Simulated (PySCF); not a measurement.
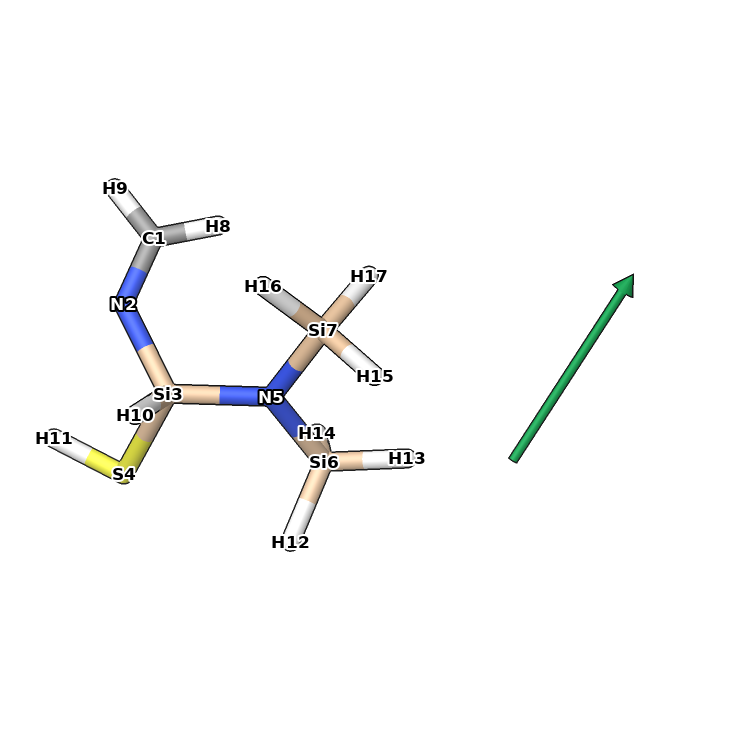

The arrow beside the molecule shows the direction of the dipole moment, from the negative to the positive end (its length means nothing). Computed geometry: GFN2-xTB optimisation. No frequency run is at hand to confirm it as a minimum. Method: ωB97X-D/def2-SVPD, gas phase (PySCF 2.14.0).

> How large is the dipole moment?

2.29 D; it points from the side of S4, H11 to the side of H17 (the outermost atoms at the two ends).

The geometry is semi-empirical. Around Si such bond lengths and angles can be off by a tenth of an ångström or more and by several degrees, and values that hang on the shape move with them.
